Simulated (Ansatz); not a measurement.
A series of calculations on CH4BClOS

## 1. Relaxation

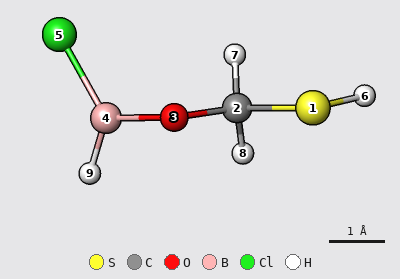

This is the input geometry for a relaxation of CH4BClOS. The picture is a ball-and-stick view, seen at a tilt.

The run prepares an end point of a later path (torsion) calculation, from a guessed geometry.

Computed with RKS r2SCAN-D4/def2-SVP in Ansatz 0.2.0.

Input
```yaml
crystal:
  periodic: [false, false, false]
  atoms:
    - { symbol: S, position_ang: [-2.3093, 0.1706, -0.0596] }
    - { symbol: C, position_ang: [-0.5891, -0.0552, 0.2133] }
    - { symbol: O, position_ang: [0.0667, 0.1387, -1.0151] }
    - { symbol: B, position_ang: [1.6109, -0.0707, -0.7735] }
    - { symbol: Cl, position_ang: [2.6342, 1.3332, -0.3644] }
    - { symbol: H, position_ang: [-2.6818, -0.0282, 1.2727] }
    - { symbol: H, position_ang: [-0.2274, 0.6838, 0.9898] }
    - { symbol: H, position_ang: [-0.4201, -1.0764, 0.5869] }
    - { symbol: H, position_ang: [2.0043, -1.1422, -0.8673] }
basis:
  gaussian: { orbitals: def2-SVP }
hamiltonian:
  xc: r2scan
  dispersion: d4
relax:
  f_tol: 0.015
  max_steps: 40
```

Run as
```bash
ansatz run input.yaml --threads 2 --pin off --max-ram 3072MiB --backend cpu --events-out ev --progress --plain --runs-dir out
```

What does the optimiser find from here?

Answer. The atom that moves furthest after the best rigid fit is H6 (1.61 Å). By element the largest moves are H 1.61 Å, O 1.40 Å, Cl 0.98 Å, S 0.66 Å, C 0.60 Å, B 0.34 Å. Some distances before and after: O3–B4 1.577 → 1.347 Å, S1–C2 1.756 → 1.817 Å, B4–H9 1.145 → 1.206 Å, S1–H6 1.398 → 1.352 Å. Among the angles between lasting bonds that change: C2–O3–B4 107.7° → 120.8°, O3–B4–H9 116.6° → 122.6°, S1–C2–O3 107.7° → 113.5°. Groups turn about S1–C2 by about 110°, C2–O3 by about 95°, O3–B4 by about 90°. Over 26 accepted moves (28 points after the start) the energy falls by 1.560 eV. The largest force component goes from 4.4 to 0.012 eV/Å. The line search rejected the trial steps at points 26, 27 of the run.

Final geometry:

```xyz
9

S    -1.9872   -0.3648   -0.2813
C    -0.4803   -0.3251    0.7336
O     0.5102    0.5577    0.2400
B     1.3650    0.1654   -0.7240
Cl    2.5121    1.3515   -1.3324
H    -2.3728    0.9005   -0.0031
H    -0.7204   -0.0059    1.7572
H    -0.1188   -1.3668    0.7520
H     1.3806   -0.9589   -1.1591
```

The end point in the same view:

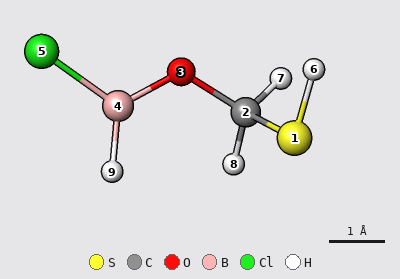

## 2. Relaxation

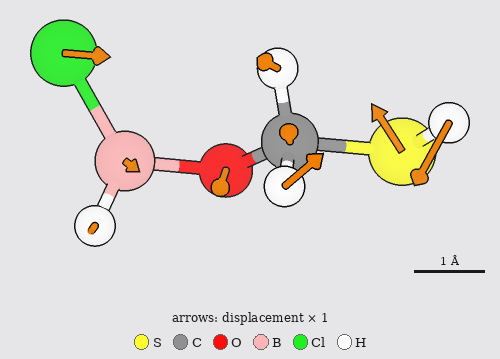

A relaxation of CH₄BClOS. The starting structure is drawn; orange arrows show the displacements, at their true length. The two geometries are superimposed by the best rigid fit.

A ball-and-stick model, seen at a tilt.

The run prepares an end point of a later path (torsion) calculation, from a guessed geometry.

Method: Ansatz, RKS r2SCAN-D4/def2-SVP.

Input file:
```yaml
crystal:
  periodic: [false, false, false]
  atoms:
    - { symbol: S, position_ang: [-2.3093, 0.1706, -0.0596] }
    - { symbol: C, position_ang: [-0.5891, -0.0552, 0.2133] }
    - { symbol: O, position_ang: [0.0667, 0.1387, -1.0151] }
    - { symbol: B, position_ang: [1.6109, -0.0707, -0.7735] }
    - { symbol: Cl, position_ang: [2.30773, -1.70786, -0.91348] }
    - { symbol: H, position_ang: [-2.6818, -0.0282, 1.2727] }
    - { symbol: H, position_ang: [-0.2274, 0.6838, 0.9898] }
    - { symbol: H, position_ang: [-0.4201, -1.0764, 0.5869] }
    - { symbol: H, position_ang: [2.22247, 0.86452, -0.52247] }
basis:
  gaussian: { orbitals: def2-SVP }
hamiltonian:
  xc: r2scan
  dispersion: d4
relax:
  f_tol: 0.015
  max_steps: 40
```

Run as
```bash
ansatz run input.yaml --threads 2 --pin off --max-ram 3072MiB --backend cpu --events-out ev --progress --plain --runs-dir out
```

Question: What happened in the run?

Answer: After 25 accepted moves (29 points after the start) the energy has fallen by 1.595 eV. Largest force component: 4.7 eV/Å at the start, 0.0083 eV/Å at the end. The line search rejected the trial steps at points 2, 12, 21, 26 of the run. The atom that moves furthest after the best rigid fit is H6 (1.58 Å). Largest moves by element: H 1.58 Å, O 1.22 Å, S 0.84 Å, Cl 0.82 Å, C 0.60 Å, B 0.30 Å. Some distances before and after: O3–B4 1.577 → 1.345 Å, S1–C2 1.756 → 1.815 Å, B4–H9 1.145 → 1.201 Å, S1–H6 1.398 → 1.352 Å. Among the angles between lasting bonds that change: C2–O3–B4 107.7° → 124.8°, S1–C2–O3 107.7° → 113.5°, Cl5–B4–H9 123.9° → 119.4°. Groups turn about S1–C2 by about 105°, C2–O3 by about 95°, O3–B4 by about 90°. The run took 120 s on 2 threads of Arm Neoverse V1 (shared host), peak memory 0.19 GiB.

## 3. Path

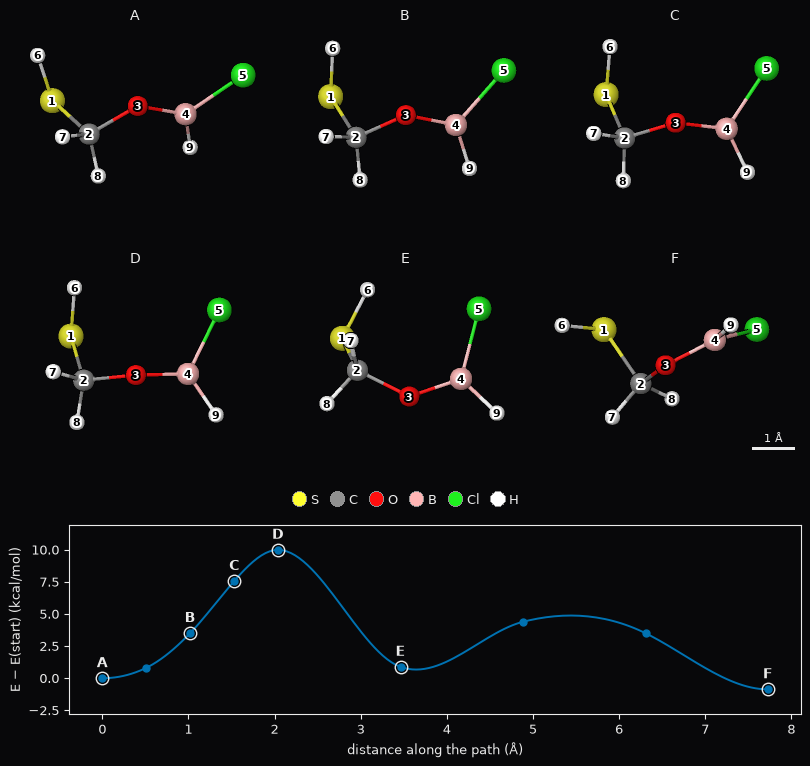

A nudged-elastic-band calculation for CH$_{4}$BClOS. Images are numbered from 0 (start) to 8 (end). Frames A to F are images 0, 2, 3, 4, 5, 8. A ball-and-stick model, seen face on.

Theory: RKS r2SCAN-D4/def2-SVP in Ansatz 0.2.0.

The input:
```yaml
crystal:
  periodic: [false, false, false]
  atoms:
    - { symbol: S, position_ang: [-1.976644, -0.446632, -0.235514] }
    - { symbol: C, position_ang: [-0.459198, -0.30744, 0.754529] }
    - { symbol: O, position_ang: [0.492963, 0.585374, 0.206543] }
    - { symbol: B, position_ang: [1.348765, 0.178651, -0.750643] }
    - { symbol: Cl, position_ang: [2.445158, 1.374417, -1.42955] }
    - { symbol: H, position_ang: [-2.403204, 0.816044, -0.010261] }
    - { symbol: H, position_ang: [-0.697275, 0.050521, 1.765756] }
    - { symbol: H, position_ang: [-0.060742, -1.333905, 0.815653] }
    - { symbol: H, position_ang: [1.398578, -0.963428, -1.133712] }
basis:
  gaussian: { orbitals: def2-SVP }
hamiltonian:
  xc: r2scan
  dispersion: d4
neb:
  order_check: false
  images: 7
  f_tol: 0.05
  max_iterations: 60
  initial_path: idpp
  final_atoms:
    - { symbol: S, position_ang: [-1.92598366, -0.40600671, -0.35624165] }
    - { symbol: C, position_ang: [-0.44676886, -0.35945577, 0.69515527] }
    - { symbol: O, position_ang: [0.4900155, 0.63146174, 0.30976606] }
    - { symbol: B, position_ang: [1.41108607, 0.48110164, -0.65868837] }
    - { symbol: Cl, position_ang: [1.61117746, -1.04881019, -1.53003872] }
    - { symbol: H, position_ang: [-2.44284306, 0.76368021, 0.08251549] }
    - { symbol: H, position_ang: [-0.72794334, -0.14757507, 1.73538351] }
    - { symbol: H, position_ang: [-0.00923751, -1.36792655, 0.62579111] }
    - { symbol: H, position_ang: [2.1288984, 1.40713269, -0.9208417] }
```

Run as
```bash
ansatz run input.yaml --threads 2 --pin off --max-ram 3072MiB --backend cpu --events-out ev --progress --plain --runs-dir out
```

Question: Describe the mechanism and the energy profile.

Answer: The highest point, image 4, lies 10.0 kcal/mol above the start and 10.9 kcal/mol above the end; the end is at −0.9 kcal/mol relative to the start. The profile has 2 maxima (images 4, 6) with a dip at image 5 (+0.9 kcal/mol), so the process runs in steps. The path has more than one stage, and so few images may leave a stage unresolved. No bond forms or breaks between the ends. Among the angles between lasting bonds that change up to the highest image: C2–O3–B4 120.8° → 135.1°, Cl5–B4–H9 119.7° → 117.5°. The band converged in 37 iterations. The largest component of the band force went from 1.4 to 0.048 eV/Å. The climbing image converged on the top of the path. Its vibrational analysis gives one imaginary mode (205i cm⁻¹), as a transition state must have.

Cost: 15 min on 2 threads of Arm Neoverse V1, on a shared host, peak memory 0.16 GiB.
